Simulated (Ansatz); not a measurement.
## TiO2, response to strain

Start from TiO2 in the anatase structure (space group I4_1/amd, No. 141).

```
TiO2
1.0
   -1.86967     1.86967     4.72754
    1.86967    -1.86967     4.72754
    1.86967     1.86967    -4.72754
Ti O
2 4
Direct
  0.75000   0.25000   0.50000
  0.00000   0.00000   0.00000
  0.54202   0.04202   0.50000
  0.79202   0.79202   0.00000
  0.20798   0.20798   0.00000
  0.95798   0.45798   0.50000
```

Cartesian axes are those of the cell as printed.

Strains are applied to the cell and any free atomic positions relax.

Calculations: LDA/PAW in Ansatz (a program for electronic structure), no spin-orbit coupling.

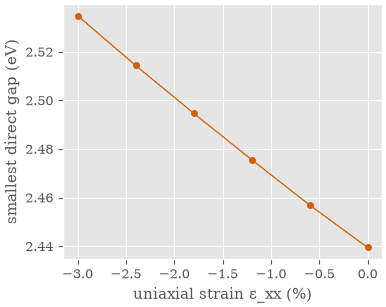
Figure: Smallest direct gap against uniaxial strain ε_xx

| uniaxial strain ε_xx (%) | smallest direct gap |
|---|---|
| -3 | 2.53 eV |
| -2.4 | 2.51 eV |
| -1.8 | 2.49 eV |
| -1.2 | 2.48 eV |
| -0.6 | 2.46 eV |

Whether these cells are dynamically stable was not tested. The final runs are not spin-polarised.
